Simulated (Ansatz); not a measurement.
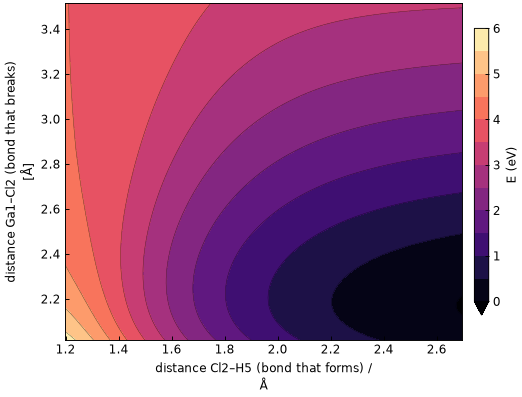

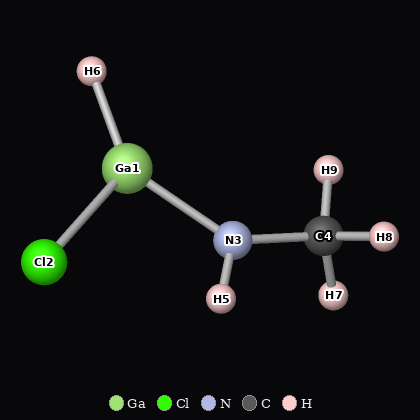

Energy landscape of the reacting system CH₅ClGaN (fragments CH₅ClGaN where the first distance is long, CH₄GaN + ClH where the second is long). First axis: distance Cl2–H5 (bond that forms). Second axis: distance Ga1–Cl2 (bond that breaks). Relaxed at each point: all other coordinates. The grid has 11 × 11 points. Points are written as (first, second). All energies are given in eV relative to the lowest grid point. The reference is spin-restricted, so regions where a bond is pulled apart into radicals lie too high. Theory: RHF/def2-SVP in Ansatz.

Drawn: filled contours. Between grid points the surface is interpolated. The second picture is the structure at the lowest point.

Q: Describe this landscape.

A: The lowest grid point is at (2.697 Å, 2.217 Å). It lies at the edge of the scanned range, so the true minimum may lie outside. The highest grid point, (1.197 Å, 2.016 Å), lies 5.76 eV above the lowest.

Each point was launched as `ansatz run input.yaml --threads 1 --pin off --max-ram 2560MiB --backend cpu --events-out ev --progress --plain --runs-dir out`. The whole map (121 points run) took 23 min on 1 thread of Intel(R) Xeon(R) Platinum 8488C (Sapphire Rapids), on a shared host.
